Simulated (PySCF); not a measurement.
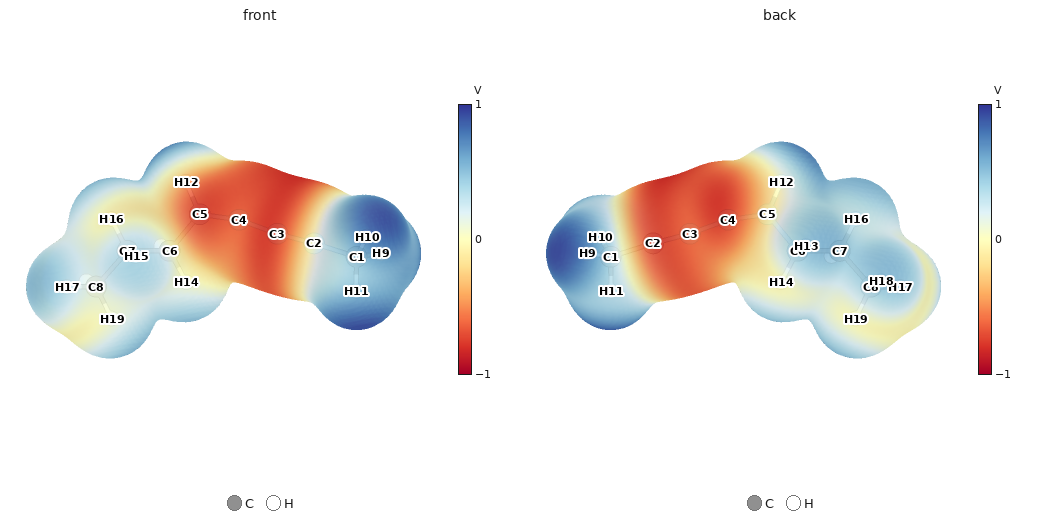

The picture shows: C$_{8}$H$_{11}$ (SMILES CC#C/[C]=C\CCC) (doublet). The molecular electrostatic potential painted on the density surface at 0.002 e/bohr³, seen from the front and from behind; red is negative and blue positive.

Geometry: GFN2-xTB.

Level of theory: UKS B3LYP, pcH-1 on C H, non-relativistic, mean-field spin-orbit, GIAO in PySCF.

```yaml
atoms:
  - { symbol: C, position_ang: [4.6284, -0.2564, 1.0497] }
  - { symbol: C, position_ang: [3.3574, -0.2723, 0.3751] }
  - { symbol: C, position_ang: [2.2447, -0.2952, -0.1475] }
  - { symbol: C, position_ang: [1.1118, -0.3105, -0.8111] }
  - { symbol: C, position_ang: [-0.1168, -0.3636, -1.2281] }
  - { symbol: C, position_ang: [-1.3267, -0.5042, -0.3358] }
  - { symbol: C, position_ang: [-2.2715, 0.6885, -0.4944] }
  - { symbol: C, position_ang: [-3.5195, 0.5296, 0.3653] }
  - { symbol: H, position_ang: [5.0833, -1.2477, 1.0110] }
  - { symbol: H, position_ang: [5.3033, 0.4568, 0.5709] }
  - { symbol: H, position_ang: [4.5098, 0.0318, 2.0974] }
  - { symbol: H, position_ang: [-0.3447, -0.2927, -2.2883] }
  - { symbol: H, position_ang: [-1.8583, -1.4213, -0.6080] }
  - { symbol: H, position_ang: [-1.0083, -0.5882, 0.7049] }
  - { symbol: H, position_ang: [-1.7444, 1.6022, -0.2096] }
  - { symbol: H, position_ang: [-2.5622, 0.7845, -1.5436] }
  - { symbol: H, position_ang: [-4.1654, 1.3990, 0.2660] }
  - { symbol: H, position_ang: [-4.0823, -0.3522, 0.0652] }
  - { symbol: H, position_ang: [-3.2486, 0.4211, 1.4134] }
```

Which sites attract a positive test charge, and which a negative one?

Answer. A positive charge is drawn to the negative regions and a negative charge to the positive ones. The most negative region (about −0.8 V) lies over C2, C3, C4 and C5, the most positive (about +0.9 V) over H9, H10 and H11.
